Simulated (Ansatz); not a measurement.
# NH₂Br (triplet): correlated methods under varied settings at distance Br1–H2 along a hydrogen transfer = 2.041 Å

Aim: run NH₂Br (triplet) at one geometry under a spread of methods and options, and see what each costs and gives.

Program: Ansatz 0.2.0, Gaussian basis. Level of theory: the settings change from run to run. These are calculated values, not measurements.

8 further runs of the same task are left out: 1 for a mislabelled method, 7 that didn't finish.

### 1 What is computed

The geometry derives from fragments relaxed apart (PBE0/def2-TZVP) and kept rigid, so it is no stationary point. A hydrogen atom is moved between rigid fragments. No spin-orbit coupling is included. The filled d shell of Br may be among the frozen orbitals whatever the setting's name suggests; the logs give the count.

4 atoms, charge 0, spin multiplicity 3.

Atoms are counted from 1 here; the program's logs count them from 0.

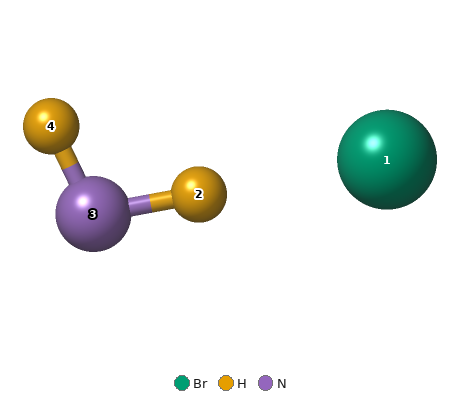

The geometry (bromine teal, hydrogen amber, nitrogen purple); atoms are numbered from 1 in the order of the file.

### 2 CISD/6-31G*

The input, in.yaml:

```yaml
crystal:
  periodic: [false, false, false]
  atoms:
    - {symbol: Br, position_ang: [-2.169520, 0.251057, 0.000000]}
    - {symbol: H, position_ang: [-0.128520, 0.251057, 0.000000]}
    - {symbol: N, position_ang: [1.014480, 0.251057, 0.000000]}
    - {symbol: H, position_ang: [1.283561, -0.753170, 0.000000]}
basis:
  gaussian: {orbitals: "6-31G*"}
magnetization: {spin_polarized: false, initial_magnetization: 2}
correlation: {active_space: {ras: {orbitals: [6, 2, 31], electrons: 14, max_holes: 2, max_particles: 2}, fixed_orbitals: true}}
```

Started as:

```bash
> ansatz run in.yaml --threads 1 --pin off --events-out ev --progress --plain --max-ram 2393MiB
```

The log of the run:

```text
Functional definition: HF
  name "HF"
  cite "Fock, Z. Phys. 61, 126 (1930) doi:10.1007/BF01340294"
  parent pbe
  exchange = exact_x
  correlation = 0
531 factors; integrals over basis functions are off by at most 9.4e-4 eV
mean field evaluation 1: about -71499.6869 eV, gradient 1.2e1 eV
mean field evaluation 2: about -71499.6871 eV, gradient 1.2e1 eV
mean field evaluation 4: about -71500.6464 eV, gradient 2.4e0 eV
mean field evaluation 8: about -71500.9378 eV, gradient 2.4e-1 eV
mean field evaluation 16: about -71499.2567 eV, gradient 6.3e0 eV
mean field evaluation 32: about -71500.7938 eV, gradient 3.3e-1 eV
mean field evaluation 64: about -71500.8877 eV, gradient 2.3e-1 eV
mean field evaluation 96: about -71500.9359 eV, gradient 1.1e-1 eV
mean field evaluation 128: about -71500.9397 eV, gradient 3.1e-6 eV
mean field -71500.93969896 eV, -2627.6110688590 hartree, gradient 2.6e-6 eV, S^2 2.000000; 13 other end points of the search recorded, 0 dependent functions left out
reference -71500.93969896 eV, -2627.6110688590 hartree; 23, 21 occupied and 31, 33 virtual orbitals, 531 factors
state -71507.93832943 eV, -2627.8682637853 hartree
Total energy: -71507.93832943 eV, -2627.8682637853 hartree
```

It took 10 s on 1 thread of Arm Neoverse V1, shared host.

From the report: 152,642 determinants.

### 3 MP2 on ROHF/cc-pVDZ

Changes to in.yaml since step 2:

```diff
@@ -8,4 +8,5 @@
 basis:
-  gaussian: {orbitals: "6-31G*"}
+  gaussian: {orbitals: cc-pVDZ, fitting: {mean_field: def2-universal-jkfit}}
 magnetization: {spin_polarized: false, initial_magnetization: 2}
-correlation: {active_space: {ras: {orbitals: [6, 2, 31], electrons: 14, max_holes: 2, max_particles: 2}, fixed_orbitals: true}}
+correlation: {method: mp2, electrons: outside_noble_gas}
+scf: {lower_state_search: off}
```

Launched as before.

The log of the run (excerpt; [...] marks lines left out):

```text
Functional definition: HF
  name "HF"
  cite "Fock, Z. Phys. 61, 126 (1930) doi:10.1007/BF01340294"
  parent pbe
[...]
379 factors; integrals over basis functions are off by at most 2.3e-1 eV
[...]
mean field -71508.88876806 eV, -2627.9031917606 hartree, gradient 2.0e-6 eV, S^2 2.000000; 0 other end points of the search recorded, 0 dependent functions left out
15 core orbitals not correlated: weight in the atoms' cores, before any rotation towards them, 1.000 or more for the frozen orbitals, at most 0.000 for the correlated occupied ones
reference -71508.88876806 eV, -2627.9031917606 hartree; 8, 6 occupied and 28, 30 virtual orbitals, 379 factors
second order -6.80766151 eV of doubles, -0.15640896 eV of singles
Total energy: -71515.85283854 eV, -2628.1591166301 hartree
Checks for a lower state left out: stability, starts, cluster_reference, orbital_swaps, neighbouring_geometries, increment
```

Run time: 0.33 s. Hardware: 1 thread of Arm Neoverse V1, shared host.

### 4 HF/6-31G*

Changes to in.yaml since step 3:

```diff
@@ -8,5 +8,6 @@
 basis:
-  gaussian: {orbitals: cc-pVDZ, fitting: {mean_field: def2-universal-jkfit}}
+  gaussian: {orbitals: "6-31G*"}
 magnetization: {spin_polarized: false, initial_magnetization: 2}
-correlation: {method: mp2, electrons: outside_noble_gas}
+hamiltonian: {xc: hf}
 scf: {lower_state_search: off}
+output: {orbitals: {seedname: orbitals}}
```

Launched as before.

The log of the run:

```text
Functional definition: HF
  name "HF"
  cite "Fock, Z. Phys. 61, 126 (1930) doi:10.1007/BF01340294"
  parent pbe
  exchange = exact_x
  correlation = 0
these checks for a lower state are left out or cut short: stability, starts, cluster_reference, orbital_swaps, neighbouring_geometries, increment
531 factors; integrals over basis functions are off by at most 9.4e-4 eV
mean field evaluation 1: about -71499.6869 eV, gradient 1.2e1 eV
mean field evaluation 2: about -71499.6871 eV, gradient 1.2e1 eV
mean field evaluation 4: about -71500.6464 eV, gradient 2.4e0 eV
mean field evaluation 8: about -71500.9378 eV, gradient 2.4e-1 eV
mean field -71500.93969896 eV, -2627.6110688590 hartree, gradient 2.6e-6 eV, S^2 2.000000; 0 other end points of the search recorded, 0 dependent functions left out
reference -71500.93969896 eV, -2627.6110688590 hartree; 23, 21 occupied and 31, 33 virtual orbitals, 531 factors
Total energy: -71500.93969896 eV, -2627.6110688590 hartree
Checks for a lower state left out: stability, starts, cluster_reference, orbital_swaps, neighbouring_geometries, increment
```

It took 0.6 s on 1 thread of Arm Neoverse V1, shared host.

### 5 NEVPT2(8,5)/STO-3G

Changes to in.yaml since step 4:

```diff
@@ -8,6 +8,5 @@
 basis:
-  gaussian: {orbitals: "6-31G*"}
+  gaussian: {orbitals: STO-3G}
 magnetization: {spin_polarized: false, initial_magnetization: 2}
-hamiltonian: {xc: hf}
-scf: {lower_state_search: off}
-output: {orbitals: {seedname: orbitals}}
+correlation: {method: sc_nevpt2, electrons: all, active_space: {window: {electrons: 8, orbitals: 5}, states: [{multiplicity: 3, weights: [0.5, 1, 0.5, 0.5]}], root: 1}}
+output: {forces: true}
```

The command is unchanged.

The log of the run (excerpt; [...] marks lines left out):

```text
Functional definition: HF
  name "HF"
  cite "Fock, Z. Phys. 61, 126 (1930) doi:10.1007/BF01340294"
  parent pbe
[...]
302 factors; integrals over basis functions are off by at most 4.6e-8 eV
[...]
mean field -70734.87470277 eV, -2599.4586995065 hartree, gradient 2.8e-6 eV, S^2 2.000000; 11 other end points of the search recorded, 0 dependent functions left out
reference -70734.87470277 eV, -2599.4586995065 hartree; 23, 21 occupied and 2, 4 virtual orbitals, 302 factors
state -70734.86160467 eV, -2599.4582181602 hartree
state -70734.80207248 eV, -2599.4560303927 hartree
state -70734.80132725 eV, -2599.4560030060 hartree
state -70732.25245467 eV, -2599.3623336665 hartree
state -70734.86160467 eV, -2599.4582181602 hartree; corrected -70735.89804057 eV, -2599.4963064772 hartree
state -70734.80207248 eV, -2599.4560303927 hartree; corrected -70735.75668541 eV, -2599.4911117709 hartree
state -70734.80132725 eV, -2599.4560030060 hartree; corrected -70735.76086591 eV, -2599.4912654014 hartree
state -70732.25245467 eV, -2599.3623336665 hartree; corrected -70733.08565152 eV, -2599.3929530860 hartree
[...]
Total energy: -70735.75668541 eV, -2599.4911117709 hartree
Atom 0 at    -2.169520     0.251057     0.000000 Å, force    -1.522029     0.007814     0.000000 eV/Å
Atom 1 at    -0.128520     0.251057     0.000000 Å, force     3.904021    -0.629487    -0.000000 eV/Å
Atom 2 at     1.014480     0.251057     0.000000 Å, force    -2.180004     2.449310     0.000000 eV/Å
Atom 3 at     1.283561    -0.753170     0.000000 Å, force    -0.201988    -1.827637    -0.000000 eV/Å
Dipole moment:    -0.409148    -0.262196     0.000000 e Å
```

Wall time 1.2 s (1 thread of Arm Neoverse V1, shared host).

From the report: 12 determinants; active occupations (of the averaged states) 1.85, 1.80, 1.75, 1.40, 1.20.

### 6 HF/cc-pVDZ

The input, in.yaml:

```yaml
crystal:
  periodic: [false, false, false]
  atoms:
    - {symbol: Br, position_ang: [-2.169520, 0.251057, 0.000000]}
    - {symbol: H, position_ang: [-0.128520, 0.251057, 0.000000]}
    - {symbol: N, position_ang: [1.014480, 0.251057, 0.000000]}
    - {symbol: H, position_ang: [1.283561, -0.753170, 0.000000]}
basis:
  gaussian: {orbitals: cc-pVDZ}
magnetization: {spin_polarized: false, initial_magnetization: 2}
hamiltonian: {xc: hf}
output: {orbitals: {seedname: orbitals}}
```

Launched as before.

The log of the run:

```text
Functional definition: HF
  name "HF"
  cite "Fock, Z. Phys. 61, 126 (1930) doi:10.1007/BF01340294"
  parent pbe
  exchange = exact_x
  correlation = 0
540 factors; integrals over basis functions are off by at most 1.5e-3 eV
mean field evaluation 1: about -71507.6941 eV, gradient 1.1e1 eV
mean field evaluation 2: about -71507.7068 eV, gradient 1.1e1 eV
mean field evaluation 4: about -71508.6186 eV, gradient 2.3e0 eV
mean field evaluation 8: about -71508.8884 eV, gradient 3.0e-1 eV
mean field evaluation 16: about -71508.8903 eV, gradient 4.7e-6 eV
mean field evaluation 32: about -71508.8257 eV, gradient 1.6e-1 eV
mean field evaluation 64: about -71508.7267 eV, gradient 1.5e0 eV
mean field evaluation 96: about -71501.0772 eV, gradient 3.0e1 eV
mean field evaluation 128: about -71508.7650 eV, gradient 2.2e0 eV
mean field -71508.89031635 eV, -2627.9032486593 hartree, gradient 4.6e-6 eV, S^2 2.000000; 3 other end points of the search recorded, 0 dependent functions left out
reference -71508.89031635 eV, -2627.9032486593 hartree; 23, 21 occupied and 28, 30 virtual orbitals, 540 factors
Total energy: -71508.89031635 eV, -2627.9032486593 hartree
```

It took 1.7 s on 1 thread of Arm Neoverse V1, shared host.

### 7 CCSD on UHF/cc-pVDZ

Changes to in.yaml since step 6:

```diff
@@ -9,4 +9,4 @@
   gaussian: {orbitals: cc-pVDZ}
-magnetization: {spin_polarized: false, initial_magnetization: 2}
-hamiltonian: {xc: hf}
-output: {orbitals: {seedname: orbitals}}
+magnetization: {spin_polarized: true, initial_magnetization: 2}
+correlation: {method: ccsd, electrons: outside_noble_gas}
+output: {forces: true}
```

Same command.

The log of the run (excerpt; [...] marks lines left out):

```text
Functional definition: HF
  name "HF"
  cite "Fock, Z. Phys. 61, 126 (1930) doi:10.1007/BF01340294"
  parent pbe
[...]
540 factors; integrals over basis functions are off by at most 1.5e-3 eV
[...]
mean field -71509.18602351 eV, -2627.9141156967 hartree, gradient 2.1e-6 eV, S^2 2.038908; 17 other end points of the search recorded, 0 dependent functions left out
determinant -71509.18602351 eV, -2627.9141156967 hartree, with singles and doubles -71516.79044711 eV, -2628.1935731096 hartree
determinant -71508.95910179 eV, -2627.9057764774 hartree, with singles and doubles -71516.49958103 eV, -2628.1828839783 hartree
determinant -71508.95161121 eV, -2627.9055012038 hartree, with singles and doubles -71516.48882418 eV, -2628.1824886714 hartree
determinant -71506.87499041 eV, -2627.8291867970 hartree, with singles and doubles -71514.45043450 eV, -2628.1075792325 hartree
[...]
15 core orbitals not correlated: weight in the atoms' cores, before any rotation towards them, 1.000 or more for the frozen orbitals, at most 0.000 for the correlated occupied ones
reference -71509.18602351 eV, -2627.9141156967 hartree; 8, 6 occupied and 28, 30 virtual orbitals, 540 factors
second order -6.66099608 eV of doubles, -0.00000000 eV of singles
cycle   1  -7.60569915 eV  change   -1.3e-6 eV  update   4.6e-6
[...]
cycle   6  -7.60570102 eV  change    1.9e-7 eV  update   1.1e-7
[...]
Total energy: -71516.79172453 eV, -2628.1936200538 hartree
Atom 0 at    -2.169520     0.251057     0.000000 Å, force    -0.156000    -0.069747     0.000000 eV/Å
Atom 1 at    -0.128520     0.251057     0.000000 Å, force     2.339645    -0.156835     0.000000 eV/Å
Atom 2 at     1.014480     0.251057     0.000000 Å, force    -1.827071     0.387325    -0.000000 eV/Å
Atom 3 at     1.283561    -0.753170     0.000000 Å, force    -0.356574    -0.160743    -0.000000 eV/Å
Dipole moment:    -0.002224    -0.297428    -0.000000 e Å
```

Wall time 21 s (1 thread of Arm Neoverse V1, shared host).

From the report: ⟨S²⟩ of the determinant 2.039 (pure triplet: 2.00); correlation -7.6057 eV; T1 0.019; largest double amplitude 0.04.

### 8 CASSCF(2,10)/cc-pVDZ

Changes to in.yaml since step 7:

```diff
@@ -9,4 +9,5 @@
   gaussian: {orbitals: cc-pVDZ}
-magnetization: {spin_polarized: true, initial_magnetization: 2}
-correlation: {method: ccsd, electrons: outside_noble_gas}
+magnetization: {spin_polarized: false, initial_magnetization: 2}
+correlation: {active_space: {window: {electrons: 2, orbitals: 10}, states: [{multiplicity: 3, weights: [1, 0.5]}]}}
+accuracy: high
 output: {forces: true}
```

The command is unchanged.

The log of the run (excerpt; [...] marks lines left out):

```text
Functional definition: HF
  name "HF"
  cite "Fock, Z. Phys. 61, 126 (1930) doi:10.1007/BF01340294"
  parent pbe
[...]
974 factors; integrals over basis functions are off by at most 4.7e-9 eV
[...]
mean field -71508.89035939 eV, -2627.9032502408 hartree, gradient 9.2e-9 eV, S^2 2.000000; 13 other end points of the search recorded, 0 dependent functions left out
reference -71508.89035939 eV, -2627.9032502408 hartree; 23, 21 occupied and 28, 30 virtual orbitals, 974 factors
state -71508.79186168 eV, -2627.8996305169 hartree
state -71499.67768843 eV, -2627.5646908275 hartree
[...]
Total energy: -71505.75380393 eV, -2627.7879839537 hartree
Atom 0 at    -2.169520     0.251057     0.000000 Å, force    -1.199391    -0.002145    -0.000000 eV/Å
Atom 1 at    -0.128520     0.251057     0.000000 Å, force     3.760275    -0.110527    -0.000000 eV/Å
Atom 2 at     1.014480     0.251057     0.000000 Å, force    -2.697890     1.118857     0.000000 eV/Å
Atom 3 at     1.283561    -0.753170     0.000000 Å, force     0.137005    -1.006185    -0.000000 eV/Å
Dipole moment:    -0.211180    -0.076823    -0.000000 e Å
```

Run time: 30 s. Hardware: 1 thread of Arm Neoverse V1, shared host.

From the report: 100 determinants; active occupations (of the averaged states) 1.00, 0.67, 0.33, 0.00, 0.00, 0.00, 0.00, 0.00, 0.00, 0.00.

### 9 All runs side by side

Where basis and cores are those of an earlier UCCSDT(Q)/cc-pVDZ run (-71516.9576 eV), and the state is the same kind, the miss against it is given.

```tsv
level	correlated	functions	energy (eV)	from UCCSDT(Q) (meV)	time
CISD/6-31G*	outside noble gas	54	-71507.9383		10 s
MP2 on ROHF/cc-pVDZ	outside noble gas	51	-71515.8528	1104.7	0.33 s
HF/6-31G*		54	-71500.9397		0.6 s
NEVPT2(8,5)/STO-3G (excited root 1 of an average)	all	25	-70735.7567		1.2 s
HF/cc-pVDZ		51	-71508.8903	8067.2	1.7 s
CCSD on UHF/cc-pVDZ	outside noble gas	51	-71516.7917	165.8	21 s
CASSCF(2,10)/cc-pVDZ (mean of several states)		51	-71505.7538		30 s
```

### 10 What came out

| quantity | value |
| --- | --- |
| runs | 7 |
| quickest | MP2 on ROHF/cc-pVDZ, 0.33 s |
| slowest | CASSCF(2,10)/cc-pVDZ (mean of several states), 30 s |

In words: Total energies in different bases, with other cores or another treatment of relativity can't be set against each other. CASSCF(2,10)/cc-pVDZ (mean of several states) took 89 times as long as MP2 on ROHF/cc-pVDZ; the jobs differ in more than the method. Among the correlated runs with a miss given, it spans +166 to +1105 meV. Hartree-Fock, CASSCF and CASCI lack dynamic correlation by design.
